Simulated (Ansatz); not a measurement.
## Ligand exchange: CH4S + SnH(CH3)2(SiH3) → SiH3(SH) + SnH(CH3)3

Species: CH4S (methanethiol) `CS`, singlet; SnH(CH3)2(SiH3), singlet; SiH3(SH) (sulfanylsilane), singlet; SnH(CH3)3, singlet. The partners trade CH3 for SiH3: S–CH3 and Sn–SiH3 bonds give way to S–SiH3 and Sn–CH3.

Shapes, held fixed at every level: PBE0-D4/def2-TZVP. Programs: Ansatz 0.2.0. Electronic energies: no zero-point or thermal term.

| level | kind | ΔE (kJ/mol) | less CCSD(T)/def2-TZVPP |
| --- | --- | --- | --- |
| HF/def2-TZVPP | Hartree–Fock | -68.2 | +0.5 |
| B3LYP-D4/def2-TZVPP | global hybrid | -60.8 | +7.9 |
| PBE0-D4/def2-TZVPP | global hybrid | -58.0 | +10.7 |
| wB97M-V/def2-TZVPP | range-separated hybrid | -67.1 | +1.6 |
| wB97X-V/def2-TZVPP | range-separated hybrid | -63.9 | +4.8 |
| B2PLYP/def2-TZVPP | double hybrid | -66.5 | +2.2 |
| CCSD(T)/def2-TZVPP | coupled cluster or CI | -68.7 | 0.0 |

The highest level, CCSD(T)/def2-TZVPP, gives ΔE = -68.7 kJ/mol; the levels span -68.7 to -58.0. The column of differences is taken from that level and isn't an error. No measured value is set beside it here. For atoms past krypton def2 sets carry core potentials with scalar relativity. Correlated rows may include outer-core shells of Sn, which these sets cover unevenly.

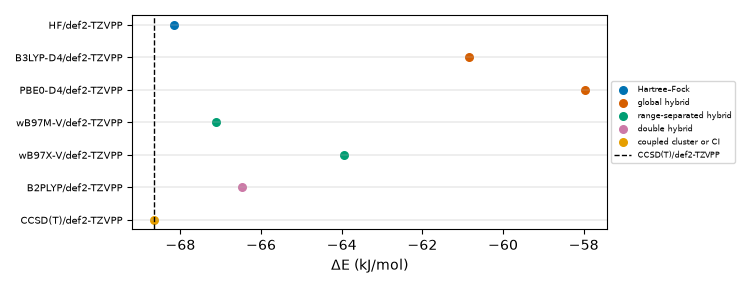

The values of the table, level by level.
